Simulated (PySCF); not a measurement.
```xyz
19

C     2.5766   -0.5709   -0.0355
C     1.4458    0.4358   -0.2193
C     0.2397    0.1631    0.6930
C    -0.4439   -1.1304    0.3450
C    -1.6763   -1.1126   -0.1344
C    -2.3556    0.2122   -0.3043
F    -3.6075    0.1952    0.3106
Si   -1.1504    1.4715    0.5148
H     2.2676   -1.5668   -0.3427
H     2.8868   -0.6104    1.0071
H     3.4371   -0.2841   -0.6364
H     1.8251    1.4366   -0.0003
H     1.1173    0.4266   -1.2611
H     0.6190    0.0913    1.7180
H     0.0965   -2.0550    0.4868
H    -2.2287   -2.0040   -0.3920
H    -2.5725    0.4035   -1.3630
H    -0.8062    2.5635   -0.3969
H    -1.6801    1.9442    1.7907
```

Geometry: GFN2-xTB.

These are results of PySCF 2.14.0, PBE0/pcSseg-1, SCF density, gas phase, non-relativistic, not measurements.

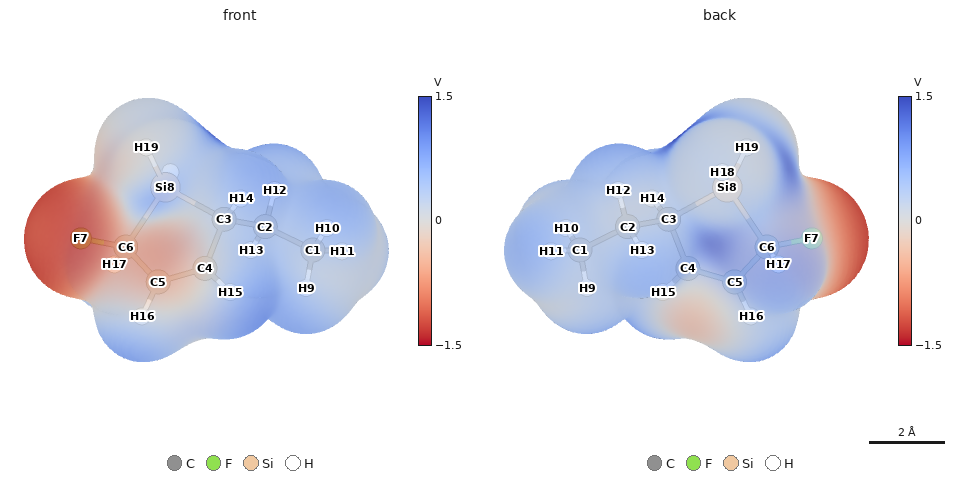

C6H11FSi. The molecular electrostatic potential painted on the density surface at 0.002 e/bohr³, seen from the front and from behind; red is negative and blue positive.

Question: Where is the surface potential most negative and most positive?

Answer: The most negative region (about −1.3 V) lies over F7, the most positive (about +1.3 V) over Si8.
